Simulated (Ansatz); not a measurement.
```xyz
8
charge -1, multiplicity 1
C     0.5209   -0.4920    0.6182
O     0.8476    0.1195   -0.5795
Si   -0.3824    0.9593   -1.4844
H    -1.4999   -0.1295   -1.4005
H    -1.0161    1.7616   -0.3027
H     0.1265    0.2288    1.3555
H     1.4125   -0.9729    1.0544
H    -0.2554   -1.2660    0.4882
```

Describe the molecule in this file.

It has 8 atoms: 1 carbon, 5 hydrogen, 1 oxygen and 1 silicon (CH5OSi(-)). The point group is Cs. Coordination: 1 C tetrahedral; 1 O bent; 1 Si trigonal pyramidal.

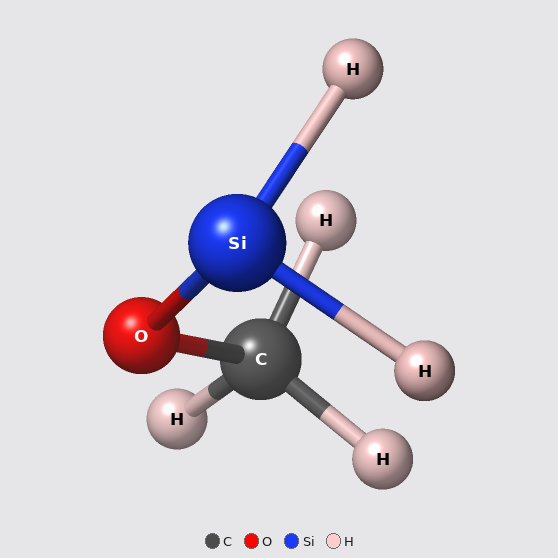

Source: calculation with Ansatz.
